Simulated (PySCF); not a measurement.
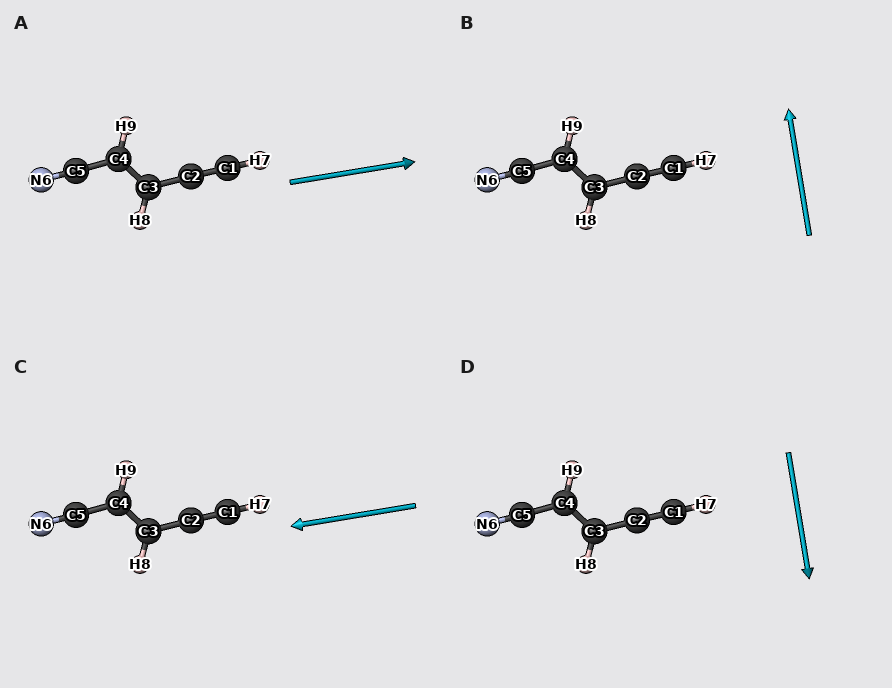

The same molecule four times, each with an arrow. Computed geometry: PBE0-D3(BJ)/def2-SVP optimisation. No frequency run is at hand to confirm it as a minimum. Method: B3LYP/def2-TZVP, gas phase (PySCF 2.14.0).

**Which arrow points along the dipole moment, from the negative to the positive end?**

A. The dipole moment is 4.19 D; it points from the side of N6 to the side of H7 (the outermost atoms at the two ends).
